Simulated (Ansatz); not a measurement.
# AlSiH (triplet): from Hartree-Fock to the top rungs at a displaced geometry (v1), cc-pVDZ

Aim: climb from Hartree-Fock through coupled cluster and multireference methods for AlSiH (triplet) at one geometry and basis, and see what each rung misses.

Computed with Ansatz 0.2.0, Gaussian basis. Level: cc-pVDZ, core rule «outside noble gas», up to 10 orbitals frozen.

The runs, in order: UHF; CCSD(T) on ROHF; CCSD(T) on UHF; BCCD(T) on ROHF; CISD as a restricted active space (open shells left free, so some higher excitations enter); CCSDT(Q) on ROHF; CCSDT(Q) on UHF; CASSCF and MRCISD+Q, 8 electrons in 9 orbitals; CASSCF and NEVPT2, 8 electrons in 9 orbitals.

25 further runs of the same task are left out: 4 for a known fault of the program, 6 that didn't finish, 15 set aside as unsound or not needed. Runs told in other sessions of the task aren't counted.

### Step 1. The geometry

The geometry is a PBE0/def2-TZVP stationary point (not a proven minimum) with its atoms shifted at random (size 0.040 Å).

3 atoms, charge 0, spin multiplicity 3.

Atoms are counted from 1 here; the program's logs count them from 0.

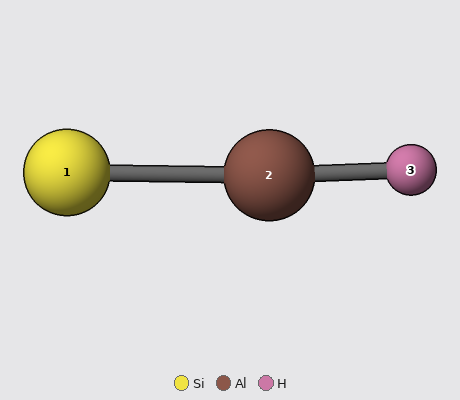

The structure; silicon yellow, aluminium brown, hydrogen pink; atoms are numbered from 1 in the order of the file.

As a file:

```csv
atom,x (Å),y (Å),z (Å)
Si1,-0.01543,-0.00901,2.11024
Al2,-0.01627,-0.02515,-0.23438
H3,0.03170,0.03416,-1.87586
```

In the tables R marks a restricted open-shell determinant and U an unrestricted one; 'valence' is the active space of 8 electrons in 9 orbitals; energies count from the table's Hartree-Fock row.

### Step 2. UHF

in.yaml

```yaml
crystal:
  periodic: [false, false, false]
  atoms:
    - {symbol: Si, position_ang: [-0.015433, -0.009008, 2.110240]}
    - {symbol: Al, position_ang: [-0.016266, -0.025151, -0.234380]}
    - {symbol: H, position_ang: [0.031698, 0.034159, -1.875860]}
basis:
  gaussian: {orbitals: cc-pVDZ}
magnetization: {spin_polarized: true, initial_magnetization: 2}
hamiltonian: {xc: hf}
output: {orbitals: {seedname: orbitals}}
```

Launch:

```console
$ ansatz run in.yaml --threads 1 --pin off --events-out ev --progress --plain --max-ram 2393MiB
```

What it wrote:

```text
Functional definition: HF
  name "HF"
  cite "Fock, Z. Phys. 61, 126 (1930) doi:10.1007/BF01340294"
  parent pbe
  exchange = exact_x
  correlation = 0
409 factors; integrals over basis functions are off by at most 9.4e-4 eV
mean field evaluation 1: about -14458.2360 eV, gradient 5.8e0 eV
mean field evaluation 2: about -14458.2385 eV, gradient 5.8e0 eV
mean field evaluation 4: about -14458.7800 eV, gradient 7.4e-1 eV
mean field evaluation 8: about -14458.7983 eV, gradient 8.2e-3 eV
mean field -14458.79826242 eV, -531.3510356185 hartree, gradient 2.3e-5 eV, S^2 2.026837; 0 other end points of the search recorded, 0 dependent functions left out
reference -14458.79826242 eV, -531.3510356185 hartree; 15, 13 occupied and 26, 28 virtual orbitals, 409 factors
Total energy: -14458.79826242 eV, -531.3510356185 hartree
```

It took 0.36 s on 1 thread of Arm Neoverse V1, shared host.

From the report: ⟨S²⟩ of the determinant 2.027 (pure triplet: 2.00).

### Step 3. CCSD(T) on ROHF

Edit in.yaml of step 2 so:

```diff
@@ -8,4 +8,4 @@
   gaussian: {orbitals: cc-pVDZ}
-magnetization: {spin_polarized: true, initial_magnetization: 2}
-hamiltonian: {xc: hf}
-output: {orbitals: {seedname: orbitals}}
+magnetization: {spin_polarized: false, initial_magnetization: 2}
+correlation: {method: ccsd_t, electrons: outside_noble_gas}
+output: {forces: true}
```

Same command.

What it wrote, shortened:

```text
Functional definition: HF
  name "HF"
  cite "Fock, Z. Phys. 61, 126 (1930) doi:10.1007/BF01340294"
  parent pbe
[...]
409 factors; integrals over basis functions are off by at most 9.4e-4 eV
[...]
mean field -14458.69614043 eV, -531.3472827044 hartree, gradient 2.6e-6 eV, S^2 2.000000; 2 other end points of the search recorded, 0 dependent functions left out
[...]
determinant -14458.69614043 eV, -531.3472827044 hartree, with singles and doubles -14462.79618276 eV, -531.4979564812 hartree
determinant -14456.79891270 eV, -531.2775608714 hartree, with singles and doubles -14461.12982564 eV, -531.4367189864 hartree
determinant -14456.79863485 eV, -531.2775506606 hartree, with singles and doubles -14461.12985610 eV, -531.4367201057 hartree
10 core orbitals not correlated: weight in the atoms' cores, before any rotation towards them, 1.000 or more for the frozen orbitals, at most 0.000 for the correlated occupied ones
reference -14458.69614043 eV, -531.3472827044 hartree; 5, 3 occupied and 26, 28 virtual orbitals, 409 factors
second order -3.22111150 eV of doubles, -0.04999833 eV of singles
cycle   1  -4.10005536 eV  change   -1.3e-5 eV  update   7.0e-4
[...]
cycle  11  -4.10007445 eV  change   -1.6e-7 eV  update   3.8e-7
perturbative correction -0.17296282 eV, -0.0063562663 hartree
[...]
Total energy: -14462.96917770 eV, -531.5043139278 hartree
Atom 0 at    -0.015433    -0.009008     2.110240 Å, force    -0.005010    -0.004813     0.388606 eV/Å
Atom 1 at    -0.016266    -0.025151    -0.234380 Å, force     0.024819     0.030910    -0.814875 eV/Å
Atom 2 at     0.031698     0.034159    -1.875860 Å, force    -0.019809    -0.026098     0.426269 eV/Å
Dipole moment:    -0.004698    -0.008945    -0.331657 e Å
```

It took 2.3 s on 1 thread of Arm Neoverse V1, shared host.

From the report: correlation -4.2730 eV; T1 0.025; largest double amplitude 0.07.

### Step 4. CCSD(T) on UHF

Edit in.yaml of step 3 so:

```diff
@@ -8,3 +8,3 @@
   gaussian: {orbitals: cc-pVDZ}
-magnetization: {spin_polarized: false, initial_magnetization: 2}
+magnetization: {spin_polarized: true, initial_magnetization: 2}
 correlation: {method: ccsd_t, electrons: outside_noble_gas}
```

Launched as before.

What it wrote, shortened:

```text
Functional definition: HF
  name "HF"
  cite "Fock, Z. Phys. 61, 126 (1930) doi:10.1007/BF01340294"
  parent pbe
[...]
409 factors; integrals over basis functions are off by at most 9.4e-4 eV
[...]
mean field -14458.79826242 eV, -531.3510356185 hartree, gradient 2.8e-6 eV, S^2 2.026837; 2 other end points of the search recorded, 0 dependent functions left out
determinant -14458.79826242 eV, -531.3510356185 hartree, with singles and doubles -14462.79819034 eV, -531.4980302582 hartree
determinant -14457.20211085 eV, -531.2923781303 hartree, with singles and doubles -14461.11290777 eV, -531.4360972660 hartree
determinant -14457.19763931 eV, -531.2922138040 hartree, with singles and doubles -14461.04673429 eV, -531.4336654355 hartree
10 core orbitals not correlated: weight in the atoms' cores, before any rotation towards them, 1.000 or more for the frozen orbitals, at most 0.000 for the correlated occupied ones
reference -14458.79826242 eV, -531.3510356185 hartree; 5, 3 occupied and 26, 28 virtual orbitals, 409 factors
second order -3.13345657 eV of doubles, -0.00000000 eV of singles
cycle   1  -4.00008844 eV  change   -1.6e-4 eV  update   1.0e-3
[...]
cycle  12  -4.00035970 eV  change    3.4e-7 eV  update   3.8e-7
perturbative correction -0.16956405 eV, -0.0062313640 hartree
[...]
Total energy: -14462.96818618 eV, -531.5042774900 hartree
Atom 0 at    -0.015433    -0.009008     2.110240 Å, force    -0.005303    -0.005247     0.387220 eV/Å
Atom 1 at    -0.016266    -0.025151    -0.234380 Å, force     0.025552     0.031979    -0.814270 eV/Å
Atom 2 at     0.031698     0.034159    -1.875860 Å, force    -0.020249    -0.026732     0.427050 eV/Å
Dipole moment:    -0.004822    -0.009134    -0.332877 e Å
```

Run time: 2.4 s. Hardware: 1 thread of Arm Neoverse V1, shared host.

From the report: ⟨S²⟩ of the determinant 2.027 (pure triplet: 2.00); correlation -4.1699 eV; T1 0.028; largest double amplitude 0.07.

### Step 5. BCCD(T) on ROHF

Edit in.yaml of step 4 so:

```diff
@@ -8,4 +8,3 @@
   gaussian: {orbitals: cc-pVDZ}
-magnetization: {spin_polarized: true, initial_magnetization: 2}
-correlation: {method: ccsd_t, electrons: outside_noble_gas}
-output: {forces: true}
+magnetization: {spin_polarized: false, initial_magnetization: 2}
+correlation: {method: bccd_t, electrons: outside_noble_gas}
```

Launched as before.

What it wrote, shortened:

```text
Functional definition: HF
  name "HF"
  cite "Fock, Z. Phys. 61, 126 (1930) doi:10.1007/BF01340294"
  parent pbe
[...]
409 factors; integrals over basis functions are off by at most 9.4e-4 eV
[...]
mean field -14458.69614043 eV, -531.3472827044 hartree, gradient 2.6e-6 eV, S^2 2.000000; 2 other end points of the search recorded, 0 dependent functions left out
[...]
determinant -14458.69614043 eV, -531.3472827044 hartree, with singles and doubles -14462.79618276 eV, -531.4979564812 hartree
determinant -14456.79891270 eV, -531.2775608714 hartree, with singles and doubles -14461.12982564 eV, -531.4367189864 hartree
determinant -14456.79863485 eV, -531.2775506606 hartree, with singles and doubles -14461.12985610 eV, -531.4367201057 hartree
10 core orbitals not correlated: weight in the atoms' cores, before any rotation towards them, 1.000 or more for the frozen orbitals, at most 0.000 for the correlated occupied ones
reference -14458.69614043 eV, -531.3472827044 hartree; 5, 3 occupied and 26, 28 virtual orbitals, 409 factors
second order -3.22111150 eV of doubles, -0.04999833 eV of singles
cycle   1  -4.09559083 eV  change    4.5e-3 eV  update   1.0e-2
[...]
cycle  11  -4.09316614 eV  change   -1.1e-6 eV  update   6.0e-6
perturbative correction -0.17827935 eV, -0.0065516452 hartree
Total energy: -14462.96758591 eV, -531.5042554308 hartree
```

It took 1.5 s on 1 thread of Arm Neoverse V1, shared host.

From the report: correlation -4.2714 eV; largest double amplitude 0.07.

### Step 6. CISD as a restricted active space (open shells left free, so some higher excitations enter)

Edit in.yaml of step 5 so:

```diff
@@ -9,2 +9,2 @@
 magnetization: {spin_polarized: false, initial_magnetization: 2}
-correlation: {method: bccd_t, electrons: outside_noble_gas}
+correlation: {active_space: {ras: {orbitals: [3, 2, 26], electrons: 8, max_holes: 2, max_particles: 2}, fixed_orbitals: true}}
```

The command is unchanged.

What it wrote:

```text
Functional definition: HF
  name "HF"
  cite "Fock, Z. Phys. 61, 126 (1930) doi:10.1007/BF01340294"
  parent pbe
  exchange = exact_x
  correlation = 0
409 factors; integrals over basis functions are off by at most 9.4e-4 eV
mean field evaluation 1: about -14458.2451 eV, gradient 6.9e0 eV
mean field evaluation 2: about -14458.2475 eV, gradient 6.9e0 eV
mean field evaluation 4: about -14458.6905 eV, gradient 6.1e-1 eV
mean field evaluation 8: about -14458.6961 eV, gradient 1.9e-3 eV
mean field -14458.69614043 eV, -531.3472827044 hartree, gradient 2.6e-6 eV, S^2 2.000000; 0 other end points of the search recorded, 0 dependent functions left out
reference -14458.69614043 eV, -531.3472827044 hartree; 15, 13 occupied and 26, 28 virtual orbitals, 409 factors
state -14462.53972303 eV, -531.4885317597 hartree
Total energy: -14462.53972303 eV, -531.4885317597 hartree
```

Wall time 0.96 s (1 thread of Arm Neoverse V1, shared host).

From the report: 29,052 determinants.

### Step 7. CCSDT(Q) on ROHF

Edit in.yaml of step 6 so:

```diff
@@ -9,2 +9,2 @@
 magnetization: {spin_polarized: false, initial_magnetization: 2}
-correlation: {active_space: {ras: {orbitals: [3, 2, 26], electrons: 8, max_holes: 2, max_particles: 2}, fixed_orbitals: true}}
+correlation: {method: ccsdt_q, electrons: outside_noble_gas}
```

Launched as before.

What it wrote, shortened:

```text
Functional definition: HF
  name "HF"
  cite "Fock, Z. Phys. 61, 126 (1930) doi:10.1007/BF01340294"
  parent pbe
[...]
748 factors; integrals over basis functions are off by at most 1.6e-7 eV
[...]
mean field -14458.69617131 eV, -531.3472838396 hartree, gradient 2.7e-6 eV, S^2 2.000000; 2 other end points of the search recorded, 0 dependent functions left out
determinant -14458.69617131 eV, -531.3472838396 hartree, with singles and doubles -14462.79621623 eV, -531.4979577110 hartree
determinant -14456.79894112 eV, -531.2775619160 hartree, with singles and doubles -14461.12984908 eV, -531.4367198477 hartree
determinant -14456.79866319 eV, -531.2775517021 hartree, with singles and doubles -14461.12988020 eV, -531.4367209915 hartree
10 core orbitals not correlated: weight in the atoms' cores, before any rotation towards them, 1.000 or more for the frozen orbitals, at most 0.000 for the correlated occupied ones
reference -14458.69617131 eV, -531.3472838396 hartree; 5, 3 occupied and 26, 28 virtual orbitals, 748 factors
second order -3.22112976 eV of doubles, -0.04999795 eV of singles
cycle   1  -3.85268195 eV  change   -5.8e-1 eV  update   8.7e-2
[...]
cycle  20  -4.31744666 eV  change   -5.3e-7 eV  update   5.9e-7
perturbative correction -0.01235837 eV, -0.0004541616 hartree
Total energy: -14463.02597634 eV, -531.5064012396 hartree
```

It took 10 s on 1 thread of Arm Neoverse V1, shared host.

From the report: correlation -4.3298 eV; T1 0.027; largest double amplitude 0.08.

### Step 8. CCSDT(Q) on UHF

Edit in.yaml of step 7 so:

```diff
@@ -8,3 +8,3 @@
   gaussian: {orbitals: cc-pVDZ}
-magnetization: {spin_polarized: false, initial_magnetization: 2}
+magnetization: {spin_polarized: true, initial_magnetization: 2}
 correlation: {method: ccsdt_q, electrons: outside_noble_gas}
```

Same command.

What it wrote, shortened:

```text
Functional definition: HF
  name "HF"
  cite "Fock, Z. Phys. 61, 126 (1930) doi:10.1007/BF01340294"
  parent pbe
[...]
748 factors; integrals over basis functions are off by at most 1.6e-7 eV
[...]
mean field -14458.79829328 eV, -531.3510367527 hartree, gradient 2.9e-6 eV, S^2 2.026838; 2 other end points of the search recorded, 0 dependent functions left out
determinant -14458.79829328 eV, -531.3510367527 hartree, with singles and doubles -14462.79822417 eV, -531.4980315014 hartree
determinant -14457.20213760 eV, -531.2923791132 hartree, with singles and doubles -14461.11293059 eV, -531.4360981049 hartree
determinant -14457.19766603 eV, -531.2922147860 hartree, with singles and doubles -14461.04675589 eV, -531.4336662292 hartree
10 core orbitals not correlated: weight in the atoms' cores, before any rotation towards them, 1.000 or more for the frozen orbitals, at most 0.000 for the correlated occupied ones
reference -14458.79829328 eV, -531.3510367527 hartree; 5, 3 occupied and 26, 28 virtual orbitals, 748 factors
second order -3.13347422 eV of doubles, -0.00000000 eV of singles
cycle   1  -3.71958428 eV  change   -5.9e-1 eV  update   9.0e-2
[...]
cycle  20  -4.21559596 eV  change   -6.9e-7 eV  update   7.7e-7
perturbative correction -0.01304416 eV, -0.0004793641 hartree
Total energy: -14463.02693341 eV, -531.5064364109 hartree
```

Wall time 9.5 s (1 thread of Arm Neoverse V1, shared host).

From the report: ⟨S²⟩ of the determinant 2.027 (pure triplet: 2.00); correlation -4.2286 eV; T1 0.030; largest double amplitude 0.08.

### Step 9. CASSCF and MRCISD+Q, 8 electrons in 9 orbitals

in.yaml

```yaml
crystal:
  periodic: [false, false, false]
  atoms:
    - {symbol: Si, position_ang: [-0.015433, -0.009008, 2.110240]}
    - {symbol: Al, position_ang: [-0.016266, -0.025151, -0.234380]}
    - {symbol: H, position_ang: [0.031698, 0.034159, -1.875860]}
basis:
  gaussian: {orbitals: cc-pVDZ}
magnetization: {spin_polarized: false, initial_magnetization: 2}
correlation: {method: fic_mrcisd_q, electrons: outside_noble_gas, active_space: {window: {electrons: 8, orbitals: 9}, shells: [{species: Al, l: s, shell: 3}, {species: Al, l: p, shell: 3}, {species: H, l: s, shell: 1}, {species: Si, l: s, shell: 3}, {species: Si, l: p, shell: 3}]}}
```

The command is unchanged.

What it wrote, shortened:

```text
Functional definition: HF
  name "HF"
  cite "Fock, Z. Phys. 61, 126 (1930) doi:10.1007/BF01340294"
  parent pbe
[...]
748 factors; integrals over basis functions are off by at most 1.6e-7 eV
[...]
mean field -14458.69617131 eV, -531.3472838396 hartree, gradient 2.7e-6 eV, S^2 2.000000; 0 other end points of the search recorded, 0 dependent functions left out
reference -14458.69617131 eV, -531.3472838396 hartree; 15, 13 occupied and 26, 28 virtual orbitals, 748 factors
state -14460.45871790 eV, -531.4120562318 hartree
contracted CI cycle   1: correlation 0.00000000 eV, 0.0000000000 hartree, residual 9.74e0 eV
contracted CI cycle   2: correlation -2.27459831 eV, -0.0835899461 hartree, residual 2.20e0 eV
contracted CI cycle   3: correlation -2.38551866 eV, -0.0876661939 hartree, residual 5.06e-1 eV
contracted CI cycle   4: correlation -2.39167666 eV, -0.0878924961 hartree, residual 1.38e-1 eV
contracted CI cycle   5: correlation -2.39210975 eV, -0.0879084118 hartree, residual 3.74e-2 eV
contracted CI cycle   6: correlation -2.39214028 eV, -0.0879095340 hartree, residual 1.12e-2 eV
contracted CI cycle   7: correlation -2.39214292 eV, -0.0879096310 hartree, residual 3.17e-3 eV
contracted CI cycle   8: correlation -2.39214315 eV, -0.0879096393 hartree, residual 8.73e-4 eV
state -14460.45871790 eV, -531.4120562318 hartree; corrected -14463.01980884 eV, -531.5061745880 hartree
Total energy: -14463.01980884 eV, -531.5061745880 hartree
Checks for a lower state left out: starts, orbital_swaps
```

Run time: 5 s. Hardware: 1 thread of Arm Neoverse V1, shared host; peak memory 0.33 GiB.

From the report: 7,840 determinants; active occupations 1.98, 1.97, 1.92, 0.99, 0.99, 0.05, 0.04, 0.04, 0.02.

### Step 10. CASSCF and NEVPT2, 8 electrons in 9 orbitals

in.yaml

```yaml
crystal:
  periodic: [false, false, false]
  atoms:
    - {symbol: Si, position_ang: [-0.015433, -0.009008, 2.110240]}
    - {symbol: Al, position_ang: [-0.016266, -0.025151, -0.234380]}
    - {symbol: H, position_ang: [0.031698, 0.034159, -1.875860]}
basis:
  gaussian: {orbitals: cc-pVDZ}
magnetization: {spin_polarized: false, initial_magnetization: 2}
correlation: {method: sc_nevpt2, electrons: outside_noble_gas, active_space: {window: {electrons: 8, orbitals: 9}, shells: [{species: Al, l: s, shell: 3}, {species: Al, l: p, shell: 3}, {species: H, l: s, shell: 1}, {species: Si, l: s, shell: 3}, {species: Si, l: p, shell: 3}]}}
```

Same command.

What it wrote:

```text
Functional definition: HF
  name "HF"
  cite "Fock, Z. Phys. 61, 126 (1930) doi:10.1007/BF01340294"
  parent pbe
  exchange = exact_x
  correlation = 0
748 factors; integrals over basis functions are off by at most 1.6e-7 eV
mean field evaluation 1: about -14458.2451 eV, gradient 6.9e0 eV
mean field evaluation 2: about -14458.2475 eV, gradient 6.9e0 eV
mean field evaluation 4: about -14458.6907 eV, gradient 6.1e-1 eV
mean field evaluation 8: about -14458.6962 eV, gradient 1.9e-3 eV
mean field -14458.69617131 eV, -531.3472838396 hartree, gradient 2.7e-6 eV, S^2 2.000000; 0 other end points of the search recorded, 0 dependent functions left out
reference -14458.69617131 eV, -531.3472838396 hartree; 15, 13 occupied and 26, 28 virtual orbitals, 748 factors
state -14460.45871790 eV, -531.4120562318 hartree
state -14460.45871790 eV, -531.4120562318 hartree; corrected -14462.30351552 eV, -531.4798512941 hartree
Total energy: -14462.30351552 eV, -531.4798512941 hartree
Checks for a lower state left out: starts, orbital_swaps
```

Run time: 3.5 s. Hardware: 1 thread of Arm Neoverse V1, shared host.

From the report: 7,840 determinants; active occupations 1.98, 1.97, 1.92, 0.99, 0.99, 0.05, 0.04, 0.04, 0.02.

### Step 11. How many determinants matter

Natural occupations of the CASSCF valence state about the gap (report; correlated orbitals 1 to 9): 1.979, 1.970, 1.919, 0.992, 0.992, 0.054, 0.037, 0.037, 0.019. The count of effectively unpaired electrons, Σ n²(2 − n)², is 2.05; a single determinant of this spin has 2.

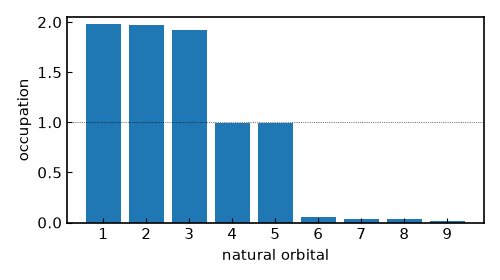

Natural occupations of the CASSCF valence state.

### Step 12. All levels against the top one

The yardstick is UCCSDT(Q), where the cluster series has nearly closed. Rows without a time are mean-field rows or come out of runs for another level: lower rungs of the coupled-cluster runs, CASSCF and MRCISD of the multireference runs, or the Hartree-Fock search. The times of RCCSD(T), UCCSD(T) include forces.

Differences are taken before rounding.

```csv
method,energy from the lowest ROHF (meV),from UCCSDT(Q) (meV),time
ROHF,0.0,+4330.8,
UHF,-102.1,+4228.7,
RMP2,-3271.1,+1059.7,
UMP2,-3235.6,+1095.2,
CISD,-3843.6,+487.2,0.96 s
RCCSD,-4100.1,+230.7,
UCCSD,-4102.5,+228.3,
RCCSD(T),-4273.0,+57.8,2.3 s
UCCSD(T),-4272.0,+58.7,2.4 s
BCCD(T),-4271.4,+59.3,1.5 s
RCCSDT,-4317.5,+13.3,
UCCSDT,-4317.7,+13.0,
RCCSDT(Q),-4329.8,+1.0,10 s
UCCSDT(Q),-4330.8,0,9.5 s
CASSCF valence,-1762.6,+2568.2,
NEVPT2 valence,-3607.4,+723.4,3.5 s
MRCISD valence,-4154.7,+176.1,
MRCISD+Q valence,-4323.7,+7.1,5 s
```

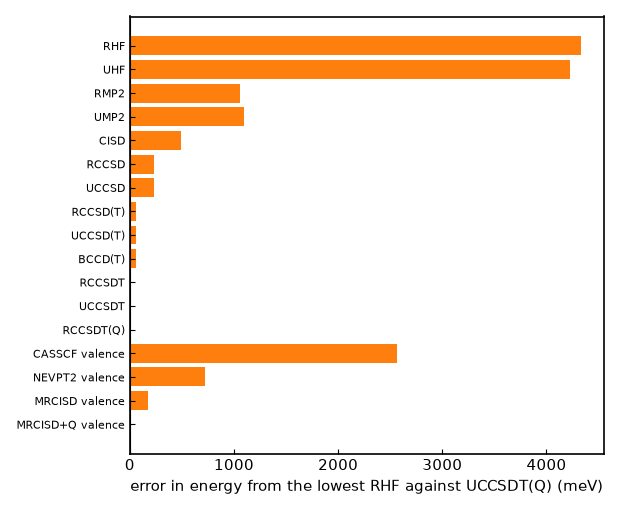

How far each level lands from UCCSDT(Q).

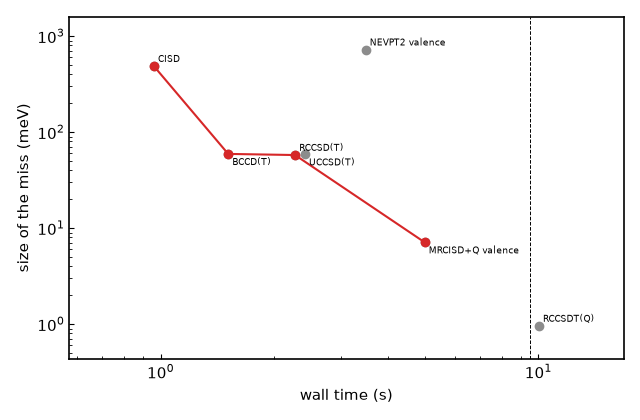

Miss against cost. Red marks the levels that no quicker level drawn beats (of those quicker than the yardstick), and the dashed line is the time of UCCSDT(Q). Times are from a shared host.

### Step 13. Results

| quantity | value |
| --- | --- |
| UCCSDT(Q) from the ROHF energy | -4.3308 eV |
| RMP2 from UCCSDT(Q) | +1059.7 meV |
| UMP2 from UCCSDT(Q) | +1095.2 meV |
| RCCSD from UCCSDT(Q) | +230.7 meV |
| RCCSD(T) from UCCSDT(Q) | +57.8 meV |
| UCCSD(T) from UCCSDT(Q) | +58.7 meV |
| RCCSDT(Q) from UCCSDT(Q) | +1.0 meV |
| NEVPT2 valence from UCCSDT(Q) | +723.4 meV |
| MRCISD+Q valence from UCCSDT(Q) | +7.1 meV |
| levels within 1 kcal/mol (43 meV) | RCCSDT, UCCSDT, RCCSDT(Q), MRCISD+Q valence |
| T1 diagnostic | 0.025 |
| effectively unpaired electrons | 2.05 |

RCCSD(T) misses by +57.8 meV, 1.3 % of the correlation energy. One determinant dominates. Of the multireference levels listed MRCISD+Q valence comes nearest in total energy (+7.1 meV), which doesn't show that its space is the better one. These misses are within one basis, not against nature; the frozen cores of restricted and unrestricted runs differ, which can shift their rows.

With open shells the CI space here admits some higher excitations, so it is larger than plain CISD.

MRCISD+Q valence reaches 7.1 meV from the reference in 5 s, where UCCSDT(Q) took 9.5 s; the quickest level in the cost chart, CISD, takes 0.96 s and misses by 487.2 meV.
